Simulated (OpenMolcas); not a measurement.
**triplet CH6GeSi: levels of theory compared**

Aim: a comparison of 6 runs (UHF/STO-3G, U-r2SCAN/cc-pVDZ, UBHLYP/cc-pVDZ, UM06-2X/cc-pVDZ, UM06-L/cc-pVDZ, UTPSS/cc-pVDZ) of triplet CH6GeSi. 

The calculation is run with OpenMolcas 26.06.

## 1. The system as given

The species is CH6GeSi (9 atoms), meant as a triplet with charge 0. SMILES of the parent species: `[CH2]1[SiH2][GeH2]1`. Geometry: relaxed at PBE0-D4/def2-TZVP. That shape belongs to the parent species and isn't relaxed for this state.

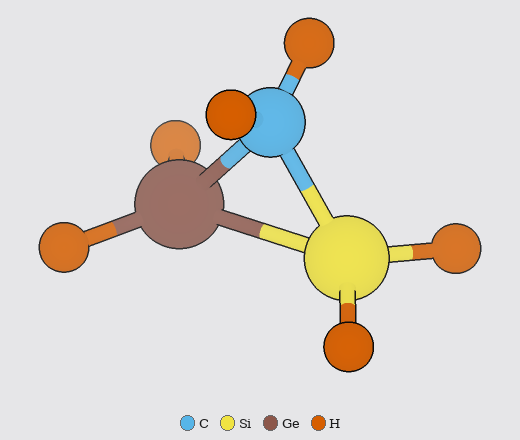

Viewed from a chosen angle; carbon blue, silicon yellow, germanium brown, hydrogen orange.

## 2. A single-point energy at UHF/STO-3G (run 1)

The input, mol.inp:

```
* CH6GeSi Hartree-Fock

&GATEWAY
 BasLib = $CurrDir
 Coord
 9
 angstrom
 C       -0.726700       0.082100      -0.693700
 Si       0.887500       0.879500      -0.151400
 Ge      -0.040700      -0.948100       0.885700
 H       -1.647500       0.636600      -0.532900
 H       -0.737600      -0.453300      -1.639500
 H        0.802100       2.227300       0.458900
 H        2.050400       0.731400      -1.058000
 H        0.399400      -2.377500       0.568600
 H       -0.898400      -0.824300       2.145300
 Basis = STO-3G
 Group = NoSym

&SEWARD

&SCF
 UHF
 Spin = 3
 Thresholds = 1e-10 1e-07 1e-07 1e-05
 PrOrbitals = 1
```

The basis set STO-3G is read from a file made from the Basis Set Exchange's data (not shown).

Launch:

```console
$ export MOLCAS_MEM=1860
$ pymolcas mol.inp > mol.log
```

The program printed:

```text
--- Start Module: gateway ---
[...]
--- Stop Module: gateway /rc=_RC_ALL_IS_WELL_ ---
--- Start Module: seward ---
[...]
      Basis functions           38
--- Stop Module: seward /rc=_RC_ALL_IS_WELL_ ---
[...]
--- Start Module: scf ---
[...]
       Convergence after  20 Iterations
[...]
::    Total SCF energy                              -2378.0109414672
[...]
      Total spin, S                                     1.0017608324
[...]
      Total electronic charge=   58.000000
      Total            charge=   -0.000000
[...]
      Dipole Moment (debye):
      Origin of the operator (angstrom)=    0.1090   -0.3715    0.4407
                   X= -1.0313E-01               Y= -2.2618E-02               Z= -6.2935E-02           Total=  1.2291E-01
      Quadrupole Moment (debye*angstrom):
[...]
--- Stop Module: scf /rc=_RC_ALL_IS_WELL_ ---
[...]
```

It took 3 s on 1 thread of Intel Xeon Platinum 8259CL at 2.50GHz (Skylake/Cascade Lake), shared host; peak memory 0.37 GiB.

## 3. The energy at U-r2SCAN/cc-pVDZ (run 2)

The input, job.input:

```
>>> EXPORT MOLCAS_PRINT=2
&GATEWAY
BasLib = $CurrDir
Coord
9
angstrom
C       -0.726700       0.082100      -0.693700
Si       0.887500       0.879500      -0.151400
Ge      -0.040700      -0.948100       0.885700
H       -1.647500       0.636600      -0.532900
H       -0.737600      -0.453300      -1.639500
H        0.802100       2.227300       0.458900
H        2.050400       0.731400      -1.058000
H        0.399400      -2.377500       0.568600
H       -0.898400      -0.824300       2.145300
Basis = cc-pVDZ
Group = NoSym
&SEWARD
GridInput
Grid=UltraFine
End of Grid
&SCF
UHF
Spin = 3
KSDFT = 2
1.0 MGGA_X_R2SCAN
1.0 MGGA_C_R2SCAN
Thresholds = 1e-10 1e-07 1e-07 1e-05
PrOrbitals = 1 2
```

The basis set cc-pVDZ is read from a file made from the Basis Set Exchange's data (not shown).

Launch:

```console
$ export MOLCAS_MEM=1860
$ pymolcas job.input > job.log
```

The program printed:

```text
--- Start Module: gateway ---
[...]
--- Stop Module: gateway /rc=_RC_ALL_IS_WELL_ ---
--- Start Module: seward ---
[...]
      Basis functions           89
--- Stop Module: seward /rc=_RC_ALL_IS_WELL_ ---
[...]
--- Start Module: scf ---
[...]
       Convergence after  22 Iterations
[...]
::    Total KS-DFT energy                           -2407.9097685959
[...]
      Total spin, S                                     1.0026133901
[...]
      Total electronic charge=   58.000000
      Total            charge=   -0.000000
[...]
      Dipole Moment (debye):
      Origin of the operator (angstrom)=    0.1090   -0.3715    0.4407
                   X= -8.3829E-01               Y= -2.6609E-01               Z= -4.2745E-01           Total=  9.7788E-01
      Quadrupole Moment (debye*angstrom):
[...]
--- Stop Module: scf /rc=_RC_ALL_IS_WELL_ ---
[...]
```

It took 2.3 min on 1 thread of Intel Xeon Platinum 8259CL at 2.50GHz (Skylake/Cascade Lake), shared host; peak memory 0.49 GiB.

Runs 3 to 4 aren't shown in full; the table further down has their settings and results.

## 4. The energy at UM06-L/cc-pVDZ (run 5)

The input, test.inp:

```
* CH6GeSi Kohn-Sham DFT
>>> EXPORT MOLCAS_PRINT=2
&gateway
baslib
$CurrDir
coord
9
angstrom
C       -0.726700       0.082100      -0.693700
Si       0.887500       0.879500      -0.151400
Ge      -0.040700      -0.948100       0.885700
H       -1.647500       0.636600      -0.532900
H       -0.737600      -0.453300      -1.639500
H        0.802100       2.227300       0.458900
H        2.050400       0.731400      -1.058000
H        0.399400      -2.377500       0.568600
H       -0.898400      -0.824300       2.145300
basis
cc-pVDZ
group
NoSym
&seward
gridinput
Grid=UltraFine
End of Grid
&scf
uhf
spin
3
ksdft
M06L
thresholds
1e-10 1e-07 1e-07 1e-05
prorbitals
1 1
```

The basis set cc-pVDZ is read from a file made from the Basis Set Exchange's data (not shown).

Launch:

```console
$ export MOLCAS_MEM=1860
$ pymolcas test.inp > test.log
```

The program printed:

```text
--- Start Module: gateway ---
[...]
--- Stop Module: gateway /rc=_RC_ALL_IS_WELL_ ---
--- Start Module: seward ---
[...]
      Basis functions           89
--- Stop Module: seward /rc=_RC_ALL_IS_WELL_ ---
[...]
--- Start Module: scf ---
[...]
       Convergence after  22 Iterations
[...]
::    Total KS-DFT energy                           -2407.9034496343
[...]
      Total spin, S                                     1.0018073508
[...]
      Total electronic charge=   58.000000
      Total            charge=   -0.000000
[...]
      Dipole Moment (debye):
      Origin of the operator (angstrom)=    0.1090   -0.3715    0.4407
                   X= -8.2189E-01               Y= -2.2994E-01               Z= -4.4955E-01           Total=  9.6462E-01
      Quadrupole Moment (debye*angstrom):
[...]
--- Stop Module: scf /rc=_RC_ALL_IS_WELL_ ---
[...]
```

Wall time 2.3 min (1 thread of Intel Xeon Platinum 8259CL at 2.50GHz (Skylake/Cascade Lake), shared host); peak memory 0.49 GiB.

## 5. The energy at UTPSS/cc-pVDZ (run 6)

The input, geom.xyz:

```xyz
9

C     -0.726700     0.082100    -0.693700
Si     0.887500     0.879500    -0.151400
Ge    -0.040700    -0.948100     0.885700
H     -1.647500     0.636600    -0.532900
H     -0.737600    -0.453300    -1.639500
H      0.802100     2.227300     0.458900
H      2.050400     0.731400    -1.058000
H      0.399400    -2.377500     0.568600
H     -0.898400    -0.824300     2.145300
```

The input, mol.input:

```
>>> EXPORT MOLCAS_PRINT=2
&GATEWAY
BasLib = $CurrDir
Coord = geom.xyz
Basis = cc-pVDZ
Group = NoSym
&SEWARD
GridInput
Grid=UltraFine
End of Grid
&SCF
UHF
Spin = 3
KSDFT = 2
1.0 MGGA_X_TPSS
1.0 MGGA_C_TPSS
Thresholds = 1e-10 1e-07 1e-07 1e-05
PrOrbitals = 1 1
```

The basis set cc-pVDZ is read from a file made from the Basis Set Exchange's data (not shown).

Launch:

```console
$ export MOLCAS_MEM=1860
$ pymolcas mol.input > mol.log
```

The program printed:

```text
--- Start Module: gateway ---
[...]
--- Stop Module: gateway /rc=_RC_ALL_IS_WELL_ ---
--- Start Module: seward ---
[...]
      Basis functions           89
--- Stop Module: seward /rc=_RC_ALL_IS_WELL_ ---
[...]
--- Start Module: scf ---
[...]
       Convergence after  25 Iterations
[...]
::    Total KS-DFT energy                           -2407.9868844252
[...]
      Total spin, S                                     1.0013875311
[...]
      Total electronic charge=   58.000000
      Total            charge=   -0.000000
[...]
      Dipole Moment (debye):
      Origin of the operator (angstrom)=    0.1090   -0.3715    0.4407
                   X= -8.7829E-01               Y= -1.6215E-01               Z= -5.6278E-01           Total=  1.0557E+00
      Quadrupole Moment (debye*angstrom):
[...]
--- Stop Module: scf /rc=_RC_ALL_IS_WELL_ ---
[...]
```

Run time: 2.7 min. Hardware: 1 thread of Intel Xeon Platinum 8259CL at 2.50GHz (Skylake/Cascade Lake), shared host; peak memory 0.49 GiB.

## 6. Overview of the runs

```csv
run,level,integration grid,energy (Eh),dipole moment (D),HOMO energy (eV),⟨S²⟩,wall time
1,UHF/STO-3G,–,-2378.010941,0.12,-0.94,2.005,3 s
2,U-r2SCAN/cc-pVDZ,UltraFine,-2407.909769,0.98,-1.95,2.008,2.3 min
3,UBHLYP/cc-pVDZ,UltraFine,-2407.913076,0.93,-3.10,2.005,83 s
4,UM06-2X/cc-pVDZ,UltraFine,-2407.923796,0.76,-3.26,2.006,2.5 min
5,UM06-L/cc-pVDZ,UltraFine,-2407.903450,0.96,-1.63,2.005,2.3 min
6,UTPSS/cc-pVDZ,UltraFine,-2407.986884,1.06,-1.77,2.004,2.7 min
```

## 7. Outcome

```
                                 quantity           value
                      run 6: total energy  -2407.98688 Eh
                     run 6: dipole moment          1.06 D
run 6: HOMO energy (highest over α and β)        -1.77 eV
                              run 6: ⟨S²⟩           2.004
```

What this shows: The dipole moment (its size) runs from 0.12 D (UHF/STO-3G) to 1.06 D (UTPSS/cc-pVDZ). The two ends differ in method and basis. Totals of different functionals can't be ranked against each other. In run 1 the basis is minimal, so the values are rough. All runs together took 11 min, the longest 2.7 min.
